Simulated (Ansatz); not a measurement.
Run report: GeH3ClO2, nudged elastic band

The run: nudged elastic band of GeH3ClO2. Method and program: RHF/def2-SVP (Ansatz 0.2.0).

It belongs to a series of runs on one base structure; here: band between the two ends. Figures and captions count atoms from 1; the log counts them from 0 in places.

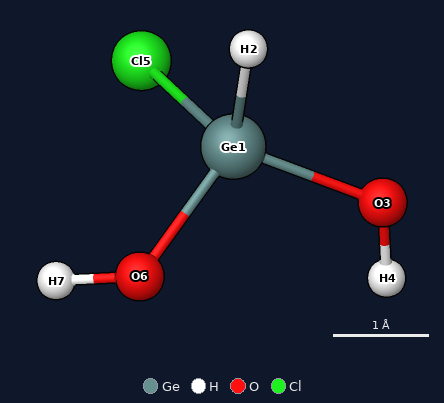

The input geometry (ball-and-stick view, seen at a tilt; atoms are numbered from 1 in the order of the input). Sticks mark near contacts. Bond lengths as drawn: Cl–Ge 2.16 Å, Ge–H 1.51 Å, Ge–O 1.74 Å and H–O 0.95 Å.

Input file:
```yaml
crystal:
  periodic: [false, false, false]
  atoms:
    - { symbol: Ge, position_ang: [0.222906, -0.09911, 0.553987] }
    - { symbol: H, position_ang: [0.006949, 0.282496, 1.999466] }
    - { symbol: O, position_ang: [1.928449, -0.238796, 0.266992] }
    - { symbol: H, position_ang: [2.203491, -0.680474, -0.522991] }
    - { symbol: Cl, position_ang: [-0.634157, 1.414311, -0.731027] }
    - { symbol: O, position_ang: [-0.528686, -1.605126, 0.097698] }
    - { symbol: H, position_ang: [-1.32205, -1.568201, -0.415027] }
basis:
  gaussian: { orbitals: def2-SVP }
hamiltonian:
  xc: hf
neb:
  order_check: false
  images: 7
  f_tol: 0.05
  max_iterations: 60
  final_atoms:
    - { symbol: Ge, position_ang: [-0.69916191, 0.36669737, 0.67591043] }
    - { symbol: H, position_ang: [1.44585697, -1.13230854, 0.35796357] }
    - { symbol: O, position_ang: [1.50494544, -0.28791398, 0.7938088] }
    - { symbol: H, position_ang: [2.03785849, 0.26540729, 0.23433086] }
    - { symbol: Cl, position_ang: [-0.07451067, 1.41577964, -1.21655754] }
    - { symbol: O, position_ang: [-0.87405298, -1.27139808, -0.02752831] }
    - { symbol: H, position_ang: [-1.46403334, -1.8511637, 0.4311702] }
  initial_path:
    images:
      - { positions_ang: [[0.222906, -0.09911, 0.553987], [0.006949, 0.282496, 1.999466], [1.928449, -0.238796, 0.266992], [2.203491, -0.680474, -0.522991], [-0.634157, 1.414311, -0.731027], [-0.528686, -1.605126, 0.097698], [-1.32205, -1.568201, -0.415027]] }
      - { positions_ang: [[0.16629428, -0.07413618, 0.41725673], [0.23565139, 0.20717635, 1.87265995], [1.92112164, -0.17685209, 0.32969749], [2.20870876, -0.74478032, -0.29656441], [-0.74235982, 1.51475301, -0.7224311], [-0.60257794, -1.56380438, -0.07896513], [-1.30993631, -1.65725639, -0.27255553]] }
      - { positions_ang: [[0.10968256, -0.04916237, 0.28052645], [0.46435378, 0.1318567, 1.7458539], [1.91379428, -0.11490818, 0.39240298], [2.21392652, -0.80908663, -0.07013782], [-0.85056265, 1.61519501, -0.7138352], [-0.67646987, -1.52248276, -0.25562826], [-1.29782261, -1.74631177, -0.13008405]] }
      - { positions_ang: [[0.05307084, -0.02418855, 0.14379618], [0.69305617, 0.05653705, 1.61904785], [1.90646692, -0.05296427, 0.45510848], [2.21914428, -0.87339295, 0.15628877], [-0.95876547, 1.71563702, -0.7052393], [-0.75036181, -1.48116114, -0.43229139], [-1.28570892, -1.83536716, 0.01238742]] }
      - { positions_ang: [[-0.00354089, 0.00078526, 0.00706591], [0.92175856, -0.01878259, 1.49224179], [1.89913956, 0.00897964, 0.51781397], [2.22436204, -0.93769927, 0.38271536], [-1.0669683, 1.81607902, -0.69664341], [-0.82425375, -1.43983952, -0.60895452], [-1.27359523, -1.92442254, 0.15485889]] }
      - { positions_ang: [[-0.17744614, 0.09226329, 0.17427704], [1.05278316, -0.29716408, 1.20867224], [1.80059103, -0.06524376, 0.58681268], [2.17773615, -0.63692263, 0.34561924], [-0.81885389, 1.71600418, -0.82662194], [-0.83670356, -1.39772916, -0.46359797], [-1.32120476, -1.90610783, 0.22393672]] }
      - { positions_ang: [[-0.3513514, 0.18374131, 0.34148817], [1.18380777, -0.57554557, 0.92510268], [1.7020425, -0.13946717, 0.65581138], [2.13111026, -0.33614599, 0.30852311], [-0.57073948, 1.61592933, -0.95660047], [-0.84915336, -1.3556188, -0.31824142], [-1.36881428, -1.88779312, 0.29301455]] }
      - { positions_ang: [[-0.52525665, 0.27521934, 0.5086993], [1.31483237, -0.85392705, 0.64153312], [1.60349397, -0.21369057, 0.72481009], [2.08448438, -0.03536935, 0.27142698], [-0.32262508, 1.51585448, -1.08657901], [-0.86160317, -1.31350844, -0.17288486], [-1.41642381, -1.86947841, 0.36209237]] }
      - { positions_ang: [[-0.69916191, 0.36669737, 0.67591043], [1.44585697, -1.13230854, 0.35796357], [1.50494544, -0.28791398, 0.7938088], [2.03785849, 0.26540729, 0.23433086], [-0.07451067, 1.41577964, -1.21655754], [-0.87405298, -1.27139808, -0.02752831], [-1.46403334, -1.8511637, 0.4311702]] }
```

Launch command:
```bash
ansatz run input.yaml --threads 1 --pin off --max-ram 2048MiB --backend cpu --events-out ev --progress --plain --runs-dir out
```

The program's output:
```
Engine: ansatz 0.2.0, aarch64-unknown-linux-gnu
Functional definition: HF
  exchange = exact_x
  correlation = 0
950 factors; integrals over basis functions are off by at most 2.9e-4 eV
mean field evaluation 1: about -73083.4531 eV, gradient 4.4e1 eV
mean field evaluation 2: about -73083.4933 eV, gradient 4.5e1 eV
mean field evaluation 4: about -73087.2456 eV, gradient 2.6e0 eV
mean field evaluation 8: about -73087.2723 eV, gradient 9.8e-5 eV
mean field -73087.27229763 eV, -2685.9077166054 hartree, gradient 1.1e-5 eV, S^2 0.000000; 0 other end points of the search recorded, 0 dependent functions left out
the calculation of the forces begins
reference -73087.27229763 eV, -2685.9077166054 hartree; 34, 34 occupied and 59, 59 virtual orbitals, 950 factors
954 factors; integrals over basis functions are off by at most 1.0e-3 eV
mean field evaluation 16: about -73086.6954 eV, gradient 1.1e0 eV
mean field -73086.70568858 eV, -2685.8868941067 hartree, gradient 2.5e-5 eV, S^2 0.000000; 0 other end points of the search recorded, 0 dependent functions left out
[... from here on the field's lines of each further geometry are left out, up to the last ...]
NEB iter   1: max|band force component| = 6.640e1 eV/Å  barrier→ = 16.3035 eV  barrier← = 15.7369 eV  Δτ_max = 0.1999 Å  (325 SCF iters)
NEB iter   2: max|band force component| = 2.898e1 eV/Å  barrier→ = 7.0074 eV  barrier← = 6.4407 eV  Δτ_max = 0.1964 Å  (267 SCF iters)
NEB iter   3: max|band force component| = 1.333e1 eV/Å  barrier→ = 3.6491 eV  barrier← = 3.0825 eV  Δτ_max = 0.2000 Å  (254 SCF iters)
NEB iter   4: max|band force component| = 5.049e0 eV/Å  barrier→ = 3.7386 eV  barrier← = 3.1720 eV  Δτ_max = 0.1985 Å  (246 SCF iters)
NEB iter   5: max|band force component| = 2.813e0 eV/Å  barrier→ = 2.5839 eV  barrier← = 2.0173 eV  Δτ_max = 0.1981 Å  (246 SCF iters)
NEB iter   6: max|band force component| = 1.761e0 eV/Å  barrier→ = 2.2738 eV  barrier← = 1.7072 eV  Δτ_max = 0.1666 Å  (234 SCF iters)
NEB iter   7: max|band force component| = 1.141e0 eV/Å  barrier→ = 2.4393 eV  barrier← = 1.8727 eV  Δτ_max = 0.1419 Å  (236 SCF iters)
NEB iter   8: max|band force component| = 6.230e-1 eV/Å  barrier→ = 2.2129 eV  barrier← = 1.6463 eV  Δτ_max = 0.1190 Å  (233 SCF iters)
NEB iter   9: max|band force component| = 2.919e0 eV/Å  barrier→ = 2.0913 eV  barrier← = 1.5247 eV  CI = image 3  Δτ_max = 0.1911 Å  (238 SCF iters)
NEB iter  10: max|band force component| = 3.092e0 eV/Å  barrier→ = 2.3068 eV  barrier← = 1.7402 eV  CI = image 3  Δτ_max = 0.1968 Å  (242 SCF iters)
NEB iter  11: max|band force component| = 2.574e0 eV/Å  barrier→ = 3.3421 eV  barrier← = 2.7755 eV  CI = image 3  Δτ_max = 0.2000 Å  (243 SCF iters)
NEB iter  12: max|band force component| = 1.041e0 eV/Å  barrier→ = 3.6053 eV  barrier← = 3.0387 eV  CI = image 3  Δτ_max = 0.0994 Å  (243 SCF iters)
NEB iter  13: max|band force component| = 4.072e-1 eV/Å  barrier→ = 3.5907 eV  barrier← = 3.0241 eV  CI = image 3  Δτ_max = 0.0563 Å  (233 SCF iters)
NEB iter  14: max|band force component| = 1.585e-1 eV/Å  barrier→ = 3.5806 eV  barrier← = 3.0140 eV  CI = image 3  Δτ_max = 0.0276 Å  (244 SCF iters)
NEB iter  15: max|band force component| = 8.939e-2 eV/Å  barrier→ = 3.5775 eV  barrier← = 3.0109 eV  CI = image 3  Δτ_max = 0.0200 Å  (231 SCF iters)
NEB iter  16: max|band force component| = 8.607e-2 eV/Å  barrier→ = 3.5757 eV  barrier← = 3.0091 eV  CI = image 3  Δτ_max = 0.0180 Å  (243 SCF iters)
NEB iter  17: max|band force component| = 4.299e-2 eV/Å  barrier→ = 3.5741 eV  barrier← = 3.0075 eV  CI = image 3  Δτ_max = 0.0181 Å  (223 SCF iters)
NEB iter  18: max|band force component| = 5.727e-2 eV/Å  barrier→ = 3.5731 eV  barrier← = 3.0065 eV  CI = image 3  Δτ_max = 0.0293 Å  (38 SCF iters)
the calculation of the forces begins
reference -73086.66534291 eV, -2685.8854114309 hartree; 34, 34 occupied and 59, 59 virtual orbitals, 953 factors
950 factors; integrals over basis functions are off by at most 1.3e-3 eV
mean field -73083.69956271 eV, -2685.7764210188 hartree, gradient 2.2e-5 eV, S^2 0.000000; 1 other end points of the search recorded, 0 dependent functions left out
the calculation of the forces begins
reference -73083.69956271 eV, -2685.7764210188 hartree; 34, 34 occupied and 59, 59 virtual orbitals, 950 factors
NEB iter  19: max|band force component| = 4.573e-2 eV/Å  barrier→ = 3.5727 eV  barrier← = 3.0061 eV  CI = image 3  Δτ_max = 0.0000 Å  (481 SCF iters)
```

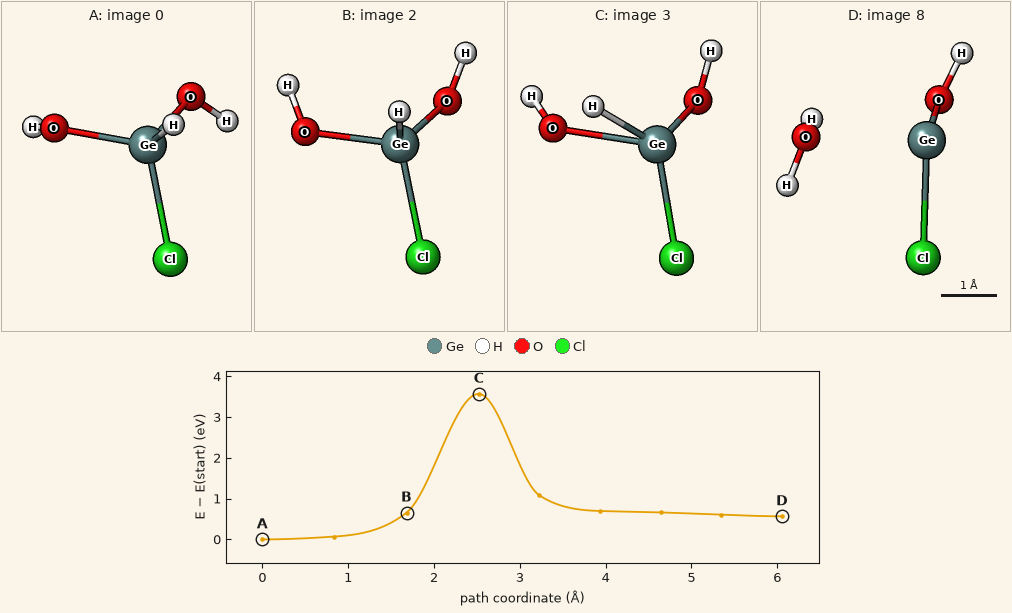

Images of the last band (counted from 0; ball-and-stick, seen at a tilt) above the energy along the path; the line is a cubic interpolation that uses the forces. The highest image is number 3, 3.573 eV above the start and 3.006 eV above the end (the climbing image); the end lies 0.567 eV above the start. The path is 6.06 Å long. The band converged in 19 iterations.

```
Total energy: -73083.69956271 eV, -2685.7764210188 hartree
Atom 0 at    -0.249946     0.091640     0.424782 Å, force     0.007964     0.009899     0.008948 eV/Å
Atom 1 at     0.892592    -0.039943     1.585531 Å, force    -0.004919     0.000256    -0.002251 eV/Å
Atom 2 at     1.674078    -0.085725     0.459888 Å, force    -0.009583    -0.017447     0.000579 eV/Å
Atom 3 at     2.145066    -0.850863     0.141904 Å, force     0.007147     0.009265    -0.002107 eV/Å
Atom 4 at    -0.703203     1.741124    -0.884960 Å, force    -0.001031    -0.000878    -0.001528 eV/Å
Atom 5 at    -0.844506    -1.283429    -0.484672 Å, force    -0.002983     0.002523    -0.012868 eV/Å
Atom 6 at    -1.037178    -2.067703     0.006624 Å, force     0.003405    -0.003618     0.009227 eV/Å
Dipole moment:     0.097621    -0.656308     0.495595 e Å
this run last wrote the band of iteration 19 to [file]; this run last wrote the band within `neb.f_tol` of iteration 17 to [file]
```

The last band as extended XYZ (Å, eV, eV/Å):
```
7
Properties=species:S:1:pos:R:3:forces:R:3 image=0 energy=-73087.27230
Ge    0.2229   -0.0991    0.5540   -0.0011   0.0067   0.0022
H     0.0069    0.2825    1.9995   -0.0008   0.0017  -0.0017
O     1.9284   -0.2388    0.2670    0.0007  -0.0043  -0.0040
H     2.2035   -0.6805   -0.5230    0.0015   0.0033   0.0030
Cl   -0.6342    1.4143   -0.7310    0.0015  -0.0031   0.0026
O    -0.5287   -1.6051    0.0977   -0.0017  -0.0054  -0.0058
H    -1.3220   -1.5682   -0.4150   -0.0001   0.0011   0.0036
7
Properties=species:S:1:pos:R:3:forces:R:3 image=1 energy=-73087.20214
Ge    0.1983   -0.0143    0.4051    0.0340  -0.0111   0.0148
H    -0.0756    0.1544    1.8859   -0.1026   0.0270   0.0156
O     1.9052   -0.0940    0.0988    0.0233  -0.0059   0.0048
H     2.2244   -0.9176   -0.2397    0.0110   0.0065  -0.0890
Cl   -0.6220    1.6701   -0.6486    0.0063  -0.0196   0.0209
O    -0.4522   -1.4899   -0.2598    0.0917  -0.0558   0.0403
H    -1.3012   -1.8038    0.0075   -0.0637   0.0588  -0.0076
7
Properties=species:S:1:pos:R:3:forces:R:3 image=2 energy=-73086.61462
Ge    0.0719    0.0380    0.3367    0.8535  -0.1704  -0.2586
H     0.3123    0.0508    1.8241   -1.5134   0.2345   0.6343
O     1.7981   -0.0682    0.0852    0.3343   0.0681  -1.0347
H     2.1911   -0.9228    0.1282    0.1343  -0.1712  -0.1099
Cl   -0.6529    1.7360   -0.7444    0.0831  -0.0286   0.4078
O    -0.8193   -1.2631   -0.4159    0.0580   0.0897   0.2258
H    -1.0243   -2.0656    0.0353    0.0502  -0.0221   0.1354
7
Properties=species:S:1:pos:R:3:forces:R:3 image=3 energy=-73083.69956
Ge   -0.2499    0.0916    0.4248    0.0080   0.0099   0.0089
H     0.8926   -0.0399    1.5855   -0.0049   0.0003  -0.0023
O     1.6741   -0.0857    0.4599   -0.0096  -0.0174   0.0006
H     2.1451   -0.8509    0.1419    0.0071   0.0093  -0.0021
Cl   -0.7032    1.7411   -0.8850   -0.0010  -0.0009  -0.0015
O    -0.8445   -1.2834   -0.4847   -0.0030   0.0025  -0.0129
H    -1.0372   -2.0677    0.0066    0.0034  -0.0036   0.0092
7
Properties=species:S:1:pos:R:3:forces:R:3 image=4 energy=-73086.19154
Ge   -0.6448    0.1460    0.5065   -0.8620   0.1093   0.1531
H     1.4025   -0.1640    1.4967    1.0689  -0.2663  -0.1934
O     1.6078   -0.0459    0.5716   -0.1570   0.1013   0.3052
H     2.0556   -0.8113    0.2229   -0.1827   0.0713   0.2074
Cl   -0.6891    1.7404   -1.0009    0.0565  -0.0047  -0.2711
O    -0.8019   -1.2962   -0.5204    0.1107   0.0007  -0.1042
H    -1.0532   -2.0639   -0.0273   -0.0345  -0.0116  -0.0970
7
Properties=species:S:1:pos:R:3:forces:R:3 image=5 energy=-73086.57489
Ge   -0.8444    0.2141    0.5396   -0.0264   0.0040  -0.0136
H     1.8603   -0.3133    1.5361    0.0558  -0.0198   0.0077
O     1.4864   -0.0398    0.7103   -0.0093  -0.0005   0.0275
H     1.7676   -0.6586    0.0459   -0.0388   0.0323  -0.0168
Cl   -0.5245    1.6323   -1.1359    0.0172  -0.0123  -0.0130
O    -0.7520   -1.2826   -0.4342   -0.0003   0.0025   0.0255
H    -1.1165   -2.0470   -0.0129    0.0017  -0.0062  -0.0172
7
Properties=species:S:1:pos:R:3:forces:R:3 image=6 energy=-73086.61007
Ge   -0.8298    0.2822    0.5712   -0.0034  -0.0024   0.0015
H     1.8132   -0.7739    1.3572   -0.0074  -0.0341  -0.0136
O     1.4966   -0.0786    0.7970   -0.0054   0.0083   0.0118
H     1.8166   -0.2589   -0.0795    0.0094   0.0480  -0.0074
Cl   -0.2443    1.5570   -1.1639    0.0179  -0.0132  -0.0088
O    -0.8617   -1.2557   -0.3309   -0.0032  -0.0044   0.0083
H    -1.3137   -1.9669    0.0979   -0.0078  -0.0023   0.0082
7
Properties=species:S:1:pos:R:3:forces:R:3 image=7 energy=-73086.66534
Ge   -0.7520    0.3232    0.6504    0.0025   0.0013  -0.0010
H     1.6645   -1.1041    0.8827   -0.0247  -0.0267  -0.0415
O     1.5241   -0.1684    0.8132   -0.0029  -0.0018   0.0101
H     1.8818    0.0941   -0.0283    0.0100   0.0510   0.0188
Cl   -0.1116    1.5045   -1.1529    0.0153  -0.0145  -0.0106
O    -0.8750   -1.2607   -0.1640    0.0072  -0.0096   0.0139
H    -1.4551   -1.8835    0.2480   -0.0074   0.0003   0.0103
7
Properties=species:S:1:pos:R:3:forces:R:3 image=8 energy=-73086.70569
Ge   -0.6992    0.3667    0.6759    0.0028   0.0029  -0.0086
H     1.4459   -1.1323    0.3580   -0.0039  -0.0005   0.0003
O     1.5049   -0.2879    0.7938    0.0061   0.0014  -0.0056
H     2.0379    0.2654    0.2343   -0.0031  -0.0017   0.0070
Cl   -0.0745    1.4158   -1.2166   -0.0039  -0.0012   0.0060
O    -0.8741   -1.2714   -0.0275    0.0031  -0.0034  -0.0024
H    -1.4640   -1.8512    0.4312   -0.0011   0.0025   0.0034
```

Key numbers:

- outcome: converged
- barrier, forward: 3.573 eV
- barrier, backward: 3.006 eV
- hardware: 1 thread of Arm Neoverse V2, 24 GiB of memory available, shared host
- wall time: 4.3 min
- peak memory: 0.19 GiB

Notes:

The order of the saddle point was not checked.
